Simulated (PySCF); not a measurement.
CH₁₀BPSi, SMILES `[SiH3]C[BH2-][PH3+]`.

Computed with PySCF, TPSSh/def2-SVPD, geometry: GFN2-xTB. No frequency check shows the geometry to be a minimum. GFN2-xTB bond lengths at metals and heavier atoms can be off by up to 0.1 Å and shapes distorted, which carries into these values.

Input script:

```python
import numpy as np
from pyscf import gto, scf, dft
from pyscf.scf import atom_ks, atom_hf
from scipy.linalg import block_diag

def solve(mol, dm0=None, hcore=None):
    mf = (dft.UKS if mol.spin else dft.RKS)(mol, xc='tpssh')
    mf.grids.level = 3
    mf = mf.density_fit(auxbasis='def2-universal-jkfit')
    mf.conv_tol, mf.max_cycle = 1e-8, 80
    if hcore is not None:
        mf.get_hcore = lambda *args: hcore
    mf.kernel(dm0)
    if not mf.converged:
        mf = mf.newton().run(mf.mo_coeff, mf.mo_occ, max_cycle=30)
    assert mf.converged, 'SCF not converged'
    return mf

mol = gto.M(atom='''
Si    -2.33982     0.00323     0.00001
C     -0.50569    -0.46891     0.00014
B      0.49342     0.82096     0.00028
P      2.21212    -0.06555    -0.00010
H     -3.14751    -1.22692    -0.00052
H     -2.67511     0.77928    -1.19728
H     -2.67567     0.77877     1.19636
H     -0.32552    -1.10478     0.87382
H     -0.32511    -1.10440    -0.87443
H      0.46800     1.47748    -0.99375
H      0.46754     1.47706     0.99460
H      2.43447    -0.96205     1.03129
H      3.48668     0.49392    -0.00039
H      2.43495    -0.96161    -1.03055
''', basis='def2-svpd', charge=0, spin=0, verbose=4)
mf = solve(mol)
out = dict(e0=mf.e_tot, dm0=mf.make_rdm1(), c=mf.mo_coeff, occ=mf.mo_occ, eps=mf.mo_energy)
for name, dq, spin in [('cation', 1, 1), ('anion', -1, 1)]:
    ion = mol.copy().set(charge=mol.charge + dq, spin=spin).build()
    mi = solve(ion)
    if spin and dq > 0 and mol.nao < 130:
        c, _, stable, _ = mi.stability(return_status=True)
        if not stable:
            mi = solve(ion, mi.make_rdm1(c, mi.mo_occ))
    print(name, 'vertical energy change / eV', (mi.e_tot - mf.e_tot) * 27.211386)
    out.update({'e_' + name: mi.e_tot, 'dm_' + name: mi.make_rdm1(), 's2_' + name: mi.spin_square()[0], 'eps_' + name: mi.mo_energy, 'occ_' + name: mi.mo_occ})
# spherically averaged free atoms, for the promolecule
atm = atom_ks.get_atm_nrks(mol, xc='tpssh')
pro = block_diag(*[(atm[a[0]][2] * atm[a[0]][3]) @ atm[a[0]][2].T for a in mol._atom])
np.savez('result.npz', pro=pro, **out)
```

Command:

```sh
OMP_NUM_THREADS=1 python input.py
```

The run took 2.3 min on 1 thread of Intel(R) Xeon(R) 6975P-C (Granite Rapids), with other jobs on the host, peak memory 0.95 GiB.

Partitions, critical points and surface values were worked out afterwards from this run's density.

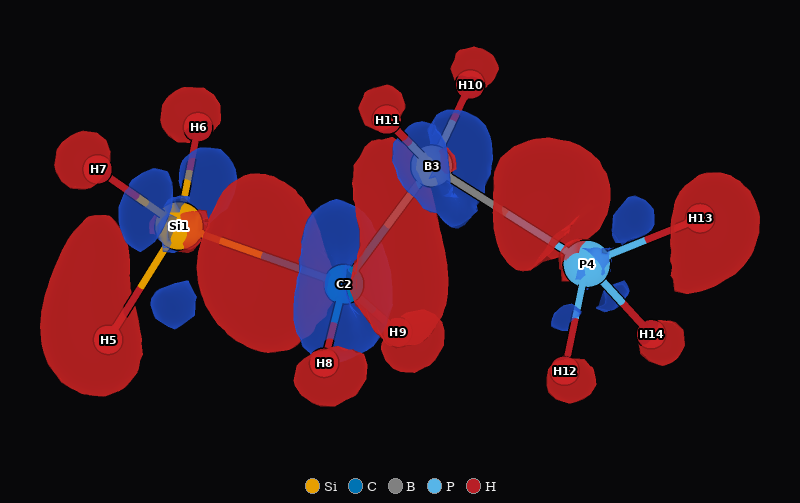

Fukui function f⁻ = ρ(N) − ρ(N−1) at fixed geometry, surfaces at ±0.03 e/Å³ (red positive, blue negative).

Q: Which atoms respond most to the removal of an electron?

A: f⁻ (Hirshfeld-condensed) is largest on Si1 (0.15), C2 (0.13) and P4 (0.12); the vertical ionisation energy is 9.58 eV (the stability of the cation's solution wasn't checked). Condensed values hint at sites of electrophilic attack but needn't mark the atom that reacts. Shares this close don't rank the sites. Orbital relaxation makes it negative in places (0.24 e in all).
